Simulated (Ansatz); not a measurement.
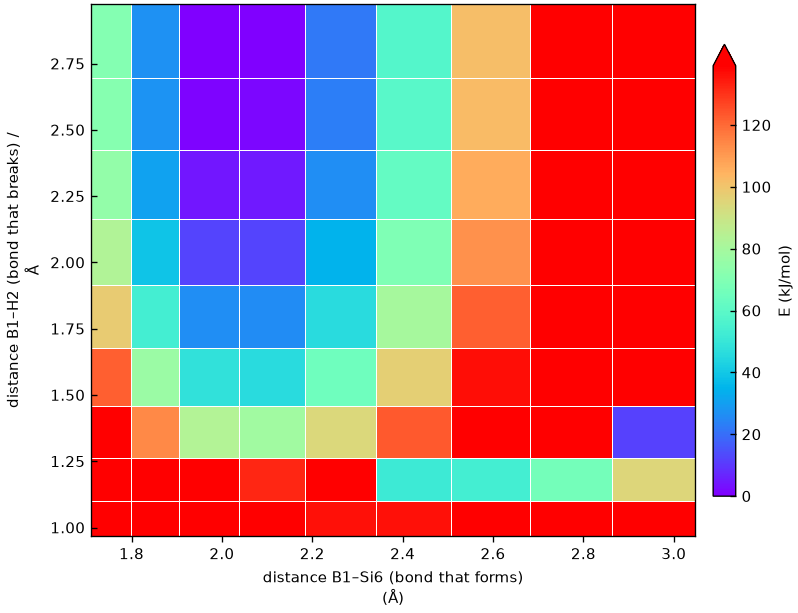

Energy landscape of the reacting system BF2H5Si (fragments BF₂H₅Si where the first distance is long, BF₂H₃Si + H₂ where the second is long). 
- The first coordinate is: distance B1–Si6 (bond that forms); the second: distance B1–H2 (bond that breaks).
- Relaxed at each point: all other coordinates.
- The grid has 9 × 9 points.
- Points are written as (first, second).
- All energies are given in kJ/mol relative to the lowest grid point.
- Energies and slopes of some neighbouring points disagree (a jump in structure or state, or too coarse a mesh). The reference is spin-restricted, so regions where a bond is pulled apart into radicals lie too high.
- The calculation used RKS r2SCAN-D4/def2-SVP (Ansatz).

The picture shows one coloured cell a grid point, one colour for all values above the top of the scale. 

Question: Summarise what can be read from the map.

Answer: The lowest grid point is at (1.967 Å, 2.835 Å). It lies on the edge of the grid, but the force there points inwards, so the minimum lies inside the range. Other grid points that lie below all their neighbours: (2.422 Å, 1.169 Å) (51 kJ/mol higher). The energy also falls towards the edge at (2.955 Å, 1.353 Å) (12 kJ/mol above the lowest), where a further well may lie outside the range. The highest grid point, (1.755 Å, 1.035 Å), lies 305 kJ/mol above the lowest.

Each point was launched as `ansatz run input.yaml --threads 1 --pin off --max-ram 2560MiB --backend cpu --events-out ev --progress --plain --runs-dir out`. The whole map (81 points run) took 30 min on 1 thread of Arm Neoverse V1 (shared host).
